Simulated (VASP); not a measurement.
Band structure of Sn (beta). Calculation: vdW-DF2, VASP's PBE PAW potentials (set 64) (plane waves; VASP).

Unless said otherwise, spin-orbit coupling is left out, though it shifts the bands of the heavy elements here.

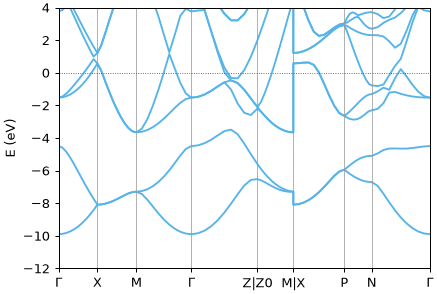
Fig. 1. Bands along high-symmetry lines, zero at the valence-band maximum or, without a gap, the Fermi level

Problem. Read the plot: is there a gap, and where are the band edges?

Solution. It has no gap at this level: it comes out as a metal or semimetal. (Edges off the drawn lines would not show.)

The compound is Sn in the beta structure. It was relaxed first, which changed the volume by +21 %.
